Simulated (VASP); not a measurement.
Given:

```
PbSe
1.0
    0.00000     3.14709     3.14709
    3.14709     0.00000     3.14709
    3.14709     3.14709     0.00000
Pb Se
1 1
Direct
  0.00000   0.00000   0.00000
  0.50000   0.50000   0.50000
```

These are RPBE GGA, VASP's PBE PAW potentials (set 64) (plane waves; VASP) values and carry that method's errors. Run with 520 eV cut-off, 8×8×8 Γ-centred mesh, tetrahedra with Blöchl corrections, potentials Pb_d Se.

Unless said otherwise, spin-orbit coupling is left out, though it shifts the bands of the heavy elements here.

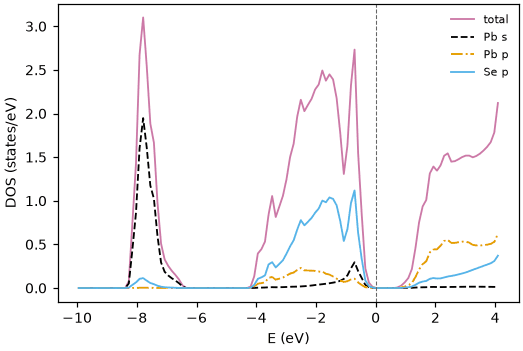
Figure. Total and projected density of states, zero at the valence-band maximum

Within 2 eV below the valence-band maximum the largest weight inside VASP's projection spheres is Se p.

The gap is direct, 0.63 eV, from the valence maximum at L to the conduction minimum at L.

The compound is PbSe in the rock salt structure. It was relaxed first, which changed the volume by +9 %.
